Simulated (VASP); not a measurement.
Energy against volume of Ge (diamond). Method: SCAN meta-GGA, VASP's PBE PAW potentials (set 64) (plane waves; VASP).

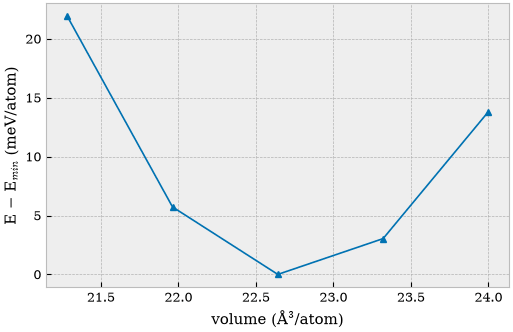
Fig. 1. Energy against volume

Q: Estimate the equilibrium volume and the bulk modulus.

A: The minimum lies near 22.7 Å³/atom, and the curvature gives B0 of about 69 GPa.

Measured: bulk modulus 77.3 GPa at 0 K (computed value off by -11.1 %), as given by Tanner et al., (2021), arXiv:2110.11888 [low-temperature value with the zero-point effect removed]; a 5.644 Å at 0 K (computed value off by +0.4 %), as given by Daniel Mejia-Rodriguez et al., Physical Review B (2018), arXiv:1807.09216 [static lattice: zero-point anharmonic expansion removed].

The compound is Ge in the diamond structure. It was relaxed first.
